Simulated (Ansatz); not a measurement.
# Starting-point dependence of the GW gap of BaTiO3 (Barioperovskite), part 2 of 2

One-shot GW is not self-consistent; how far does the start matter for BaTiO3 (Barioperovskite)?

Ansatz 0.2.0; G0W0 on several functionals, plane waves, PAW. Known limits of the many-body steps: not at the basis limit; no spin-orbit coupling; coarse k mesh.

So far. Step 2 (G0W0 on LDA): The gap on the mesh goes from 1.82 eV to 3.41 eV, a correction of +1.59 eV. Between the two edge states, bare exchange in place of the xc potential would open the gap by 12.80 eV, and correlation takes back 11.21 eV.

In doubt: masses and optical values from hybrid runs of this build are listed as unsure (step 4), which bears on the screening that GW takes from such a start.

**3. G0W0 on r2SCAN**

The same correction from a different start measures what one shot leaves open.

This step: G0W0 on r2SCAN, plane waves, PAW.

input.yaml reads:

```yaml
crystal:
  lattice:
    - [3.9855, 0.0, 0.0]
    - [0.0, 2.8369, 2.84515]
    - [0.0, -2.8369, 2.84515]
  atoms:
    - { symbol: Ba, position: [0.0, 0.0, 0.0] }
    - { symbol: Ti, position: [0.5, 0.5124, 0.5124] }
    - { symbol: O, position: [0.0, 0.4874, 0.4874] }
    - { symbol: O, position: [0.5, 0.50524, 0.99184] }
    - { symbol: O, position: [0.5, 0.99184, 0.50524] }
kpoints:
  mp_grid: { grid: [4, 4, 4] }
hamiltonian:
  xc: r2scan
  pseudopotentials: { kind: paw, azcp: { folder: "./paw" } }
scf:
  occupations: { method: fixed }
gw:
  n_empty_bands: 236
  ecut_chi: 138
  qp_bands: [v2, c2]
  qp_kpoints: band_edges
  screening: { model: contour_deformation }
```

On the command line:

```sh
$ ansatz run input.yaml --threads 3 --pin off --max-ram 92160MiB --backend cuda --events-out ev --progress --plain --runs-dir out --devices 1 --max-vram 13GiB
```

Numbers of over 12 decimals in the logs are rounded to 6 here.

What it wrote:

```text
GPUs: using 1 of 1 available (devices: 1).
[...]
GPU FFT provider: cuFFT
GPU libraries: cuBLAS 13.8.2, cuFFT 12.4.0, cuSOLVER 12.3.4
Crystal: 5 atoms, lattice volume = 64.337 Å³
Basis set: ecut = 500 eV, 1639 PW (Γ), exchange–correlation on 120×120×120 points (64 copies of the dense FFT grid, shifted against one another)
Bands: 25, of which v1, the nominal top of the filled ones, is band 20 counted from 1 (19 counted from 0)
Symmetry: 4 space group operations
[...]
k-points: 21 of 64 (time reversal used)
[...]
GPU buffer pool allocated for 27000 grid points (all kernels)
[...]
SCF iter   1: F=—  HF=-10183.822430 eV  |F-HF|=—  |Δ(HF+E_count)|=         —  Δρ=5.61e-2  dr2=2.52e0  dr2_τ=2.57e-1  ethr=3.10e-3  ⟨swp⟩=4.6  Hψ=2024  notcnv=0  defer=37
[...]
SCF iter  10: F=-10183.922885 eV  HF=-10183.922885 eV  |F-HF|=5.71e-9  |Δ(HF+E_count)|=   4.31e-8  Δρ=3.70e-6  dr2=7.35e-9  dr2_τ=1.99e-10  ethr=2.50e-10  ⟨swp⟩=7.3  Hψ=1950  notcnv=0
SCF 1 converged in 10 iterations: F = -10183.922885 eV  dr2 = 7.35e-9
[...]
NSCF: frozen V_eff on 21 k-points, pencils in batches of 32, up to order 100
[...]
NSCF: frozen V_eff on 21 k-points
G₀W₀ screening: q 1/21
[... further progress lines ...]
[...]
SCF converged after 10 iterations
Free energy (F): -10183.922885 eV
[...]
Internal energy: -10183.922885 eV  (E = F + TS)
E sigma→0 (E₀):  -10183.922885 eV
Fermi energy:    9.912673 eV
[...]
--- Band table (eV; the first three rows and the last of 21) ---
  k-point 0: bands = [... 16 lower, 8.7756, 9.6069, 9.6959, 9.7391, 12.1717, 12.2292, 12.3785, 14.2741, ... 1 higher]
  k-point 1: bands = [... 16 lower, 8.4816, 8.7138, 9.3393, 9.4307, 12.3193, 13.0645, 13.1178, 14.3040, ... 1 higher]
  k-point 2: bands = [... 16 lower, 8.0930, 8.2697, 9.1158, 9.1844, 12.3796, 13.8091, 13.8366, 14.3008, ... 1 higher]
  k-point 20: bands = [... 16 lower, 7.5658, 9.8645, 9.9019, 9.9127, 14.4489, 14.4904, 14.5030, 17.2658, ... 1 higher]
[...]
0    19      9.6959   -25.9947     4.2596   -21.6829  0.7344     9.6436     9.6437  root
     0    20      9.7391   -26.0742     4.3003   -21.7255  0.7347     9.6907     9.6907  root
     0    21     12.1717   -12.5892    -6.4324   -20.0262  0.7396    13.1953    13.1763  root
     0    22     12.2292   -12.6864    -6.3512   -20.0482  0.7391    13.2592    13.2398  root
     1    19      9.3393   -25.4848     4.1390   -21.2680  0.7315     9.2614     9.2616  root
     1    20      9.4307   -25.7883     4.2878   -21.4327  0.7322     9.3628     9.3630  root
     1    21     12.3193   -12.9183    -6.4324   -20.3755  0.7360    13.3645    13.3441  root
     1    22     13.0645   -13.8637    -6.4841   -21.4200  0.7201    14.1630    14.1367  root
[...]
20    19      9.9019   -25.9179     4.6432   -21.2325  0.7251     9.8598     9.8598  root
    20    20      9.9127   -25.9141     4.6375   -21.2369  0.7251     9.8730     9.8730  root
    20    21     14.4489   -14.5574    -7.5778   -23.2437  0.6794    15.6006    15.5574  root
    20    22     14.4904   -14.5752    -7.6378   -23.3247  0.6775    15.6469    15.6021  root
```

Elapsed: 30 s, on 1 × NVIDIA H100 80GB HBM3 (shared by 6 runs) with 3 threads of AMD EPYC 7R13 (Zen 3), shared host; peak memory 1.5 GiB.

This step gave:

| Quantity | Value |
| --- | --- |
| bands summed | 256 |
| RPA ε∞ on this mesh (eigenvalues) | 5.578, 5.631, 5.672 |
| plane waves in the screening matrix | 251 |
| q-points in the mesh | 64 |
| G0W0 gap on the mesh | 3.303 eV |
| k of the valence top | -0.5, -0.5, -0.5 |
| k of the conduction bottom | 0, 0, 0 |
| starting gap on the mesh | 2.259 eV |
| Z at the valence top | 0.7251 |
| Z at the conduction bottom | 0.7396 |
| least direct G0W0 gap on the computed points | 3.486 eV |

Against the run with 4×4×4 mesh, 236 empty bands, screening to 138 eV on LDA, the gap moves by −0.11 eV, while the start moved by +0.44 eV.

**4. G0W0 on HSE06**

This step: G0W0 on HSE06, plane waves, PAW.

Changes to input.yaml since step 3:

```diff
@@ -14,3 +14,3 @@
 hamiltonian:
-  xc: r2scan
+  xc: hse06
   pseudopotentials: { kind: paw, azcp: { folder: "./paw" } }
```

What it wrote:

```text
GPUs: using 1 of 1 available (devices: 1).
[...]
davidson cushion auto → on  (no smearing: the cushion is to keep the highest requested band from converging to the state above it; pin scf.eigensolver.cushion to override)
[...]
GPU FFT provider: cuFFT
GPU libraries: cuBLAS 13.8.2, cuFFT 12.4.0, cuSOLVER 12.3.4
Crystal: 5 atoms, lattice volume = 64.337 Å³
Basis set: ecut = 420 eV, 1249 PW (Γ)
[...]
1    21     12.6776   -12.3233    -6.0524   -18.9840  0.7702    13.2906    13.2859  root
     1    22     13.5000   -13.2703    -6.1040   -20.0077  0.7564    14.1391    14.1333  root
[...]
20    19      9.1901   -25.9264     4.3472   -21.8891  0.7579     9.4988     9.5000  root
    20    20      9.2031   -25.9238     4.3430   -21.8917  0.7579     9.5128     9.5141  root
    20    21     15.0931   -14.1491    -7.0308   -21.7723  0.7203    15.6929    15.6855  root
    20    22     15.1458   -14.1895    -7.0906   -21.8719  0.7181    15.7453    15.7377  root
[key lines of the parts left out:]
Free energy (F): -10163.600678 eV
Fermi energy:    9.203120 eV
```

Run time: 63 s. Hardware: 1 × NVIDIA H100 80GB HBM3 (shared by 6 runs) with 3 threads; peak memory 1.6 GiB; 39 s of CPU time.

Numbers from this step:

```
bands summed                                 : 256
RPA ε∞ on this mesh (eigenvalues)            : 4.616, 4.653, 4.676
plane waves in the screening matrix          : 251
G0W0 gap on the mesh                         : 3.597 eV
k of the valence top                         : -0.5, -0.5, -0.5
k of the conduction bottom                   : 0, 0, 0
starting gap on the mesh                     : 3.313 eV
least direct G0W0 gap on the computed points : 3.787 eV
```

Against the run with 4×4×4 mesh, 236 empty bands, screening to 138 eV on r2SCAN, the gap moves by +0.29 eV, while the start moved by +1.05 eV.

**5. Side by side**

All on the 4×4×4 mesh with 236 empty bands and screening to 138 eV. Times are wall times on 1 × NVIDIA H100 80GB HBM3 (shared by 6 runs) with 3 threads of AMD EPYC 7R13 (Zen 3), shared host, good to a factor of about two.

| start | starting gap (eV) | shift (eV) | G0W0 gap (eV) | RPA ε∞ (harmonic mean) | Z (valence, conduction) | time |
| --- | --- | --- | --- | --- | --- | --- |
| LDA | 1.82 | +1.59 | 3.41 | 6.56 | 0.71, 0.73 | 25 s |
| r2SCAN | 2.26 | +1.04 | 3.30 | 5.63 | 0.73, 0.74 | 30 s |
| HSE06 | 3.31 | +0.28 | 3.60 | 4.65 | 0.76, 0.77 | 63 s |

How the two edges are built up, in eV (the quasiparticle level is the starting level plus Σx plus Σc less Vxc):

```csv
run,edge,start,Σx,Σc,Vxc,Z,QP
LDA,valence top,9.84,-25.75,4.67,-20.90,0.71,9.66
LDA,conduction bottom,11.66,-12.63,-6.53,-20.57,0.73,13.07
r2SCAN,valence top,9.91,-25.91,4.64,-21.24,0.73,9.87
r2SCAN,conduction bottom,12.17,-12.59,-6.43,-20.03,0.74,13.18
HSE06,valence top,9.20,-25.92,4.34,-21.89,0.76,9.51
HSE06,conduction bottom,12.52,-12.02,-6.02,-18.64,0.77,13.11
```

For a hybrid start, Vxc holds its share of exact exchange.

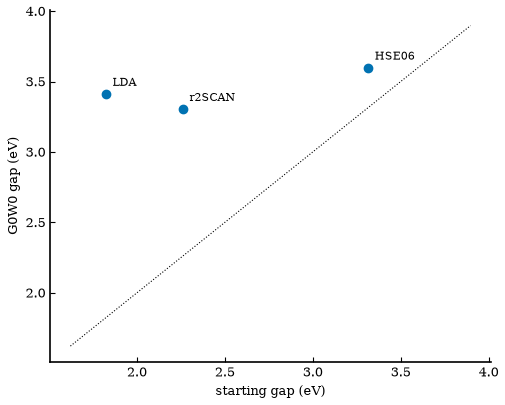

G0W0 gap against starting gap; on the dotted line the correction would vanish.

**6. What came out**

```yaml
g0w0_lda: 3.41 eV (start 1.82 eV)
g0w0_r2scan: 3.30 eV (start 2.26 eV)
g0w0_hse06: 3.60 eV (start 3.31 eV)
known_limits: not at the basis limit; no spin-orbit coupling; coarse k mesh
```

The starting gaps span 1.49 eV and the G0W0 gaps 0.29 eV. Between LDA and HSE06, 0.19 eV of the 1.49 eV survives, 12 %. The order is not kept throughout: r2SCAN starts 0.44 eV above LDA and ends 0.11 eV below it, so orbitals matter beside the gap. HSE06 screens less than LDA (ε∞ 4.65 against 6.56). Of the 0.19 eV by which its G0W0 gap is higher, the correlation part gives +0.84 eV, and exchange with the one-particle terms, which follow the orbitals, −0.66 eV. The smallest correction, +0.28 eV, is on HSE06, the start nearest to reproducing itself. Bands and cutoff are finite, so the gap is not at the basis limit. The miss can reach some tenths of an eV and take either sign; the mesh is an error of its own. The 4×4×4 mesh is coarse for this cell (its supercell is 16 Å along the shortest edge). The RPA ε∞ on it, from the LDA start, is 6.50, 6.56 and 6.62; such meshes misread the long-range screening, most where the gap is narrow. The many-body steps are scalar-relativistic: spin-orbit coupling is not in them.

[Paths, hosts, dates, memory and timing lines, banners, echoed tables and standing remarks are left out of the program output.]

[Logs are printed without paths, hosts, clocks, repeated set-up lines and the standing remarks that a program may print on its own settings, such as how far it seeks lower states.]

[Runs of the session that timed out or met a known fault of the program may be left out.]

[Cells called generated may have been cut or substituted from an entry of the Crystallography Open Database or the Materials Project.]

[Hosts, paths, dates, database ids (printed as entryN), source tags and the programs' standing remarks are cut or masked in the printed files.]
